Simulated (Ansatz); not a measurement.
A relaxed structure of ZnCu$_{2}$SnSe$_{4}$. These are PBEsol (plane waves to 420 eV, PAW, scalar-relativistic; Ansatz, a quantum-chemistry and plane-wave program) values and carry that method's errors.

I-4 (No. 82), tI16; a = 5.658 Å, b = 5.658 Å, c = 11.318 Å, α = 90.00°, β = 90.00°, γ = 90.00°.

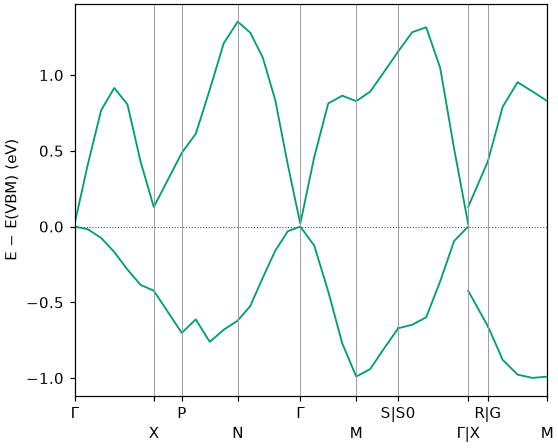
Figure. Highest filled and lowest empty band along the path of this cell's Brillouin zone

Q: Read off the gap and say whether it is direct.

A: 0.02 eV, direct at Γ (no spin-orbit coupling).

Q: How far does the top valence band disperse along this path?

A: About 1.0 eV.

No spin polarisation in the result.

The run could not lose the symmetry of its start.

The first start was generated by placing the elements on the sites of a structure type. Materials Project lists a structure of ZnCu2SnSe4 in the same space group, I-4 (No. 82); the sites were not compared with it, nor with measured phases.
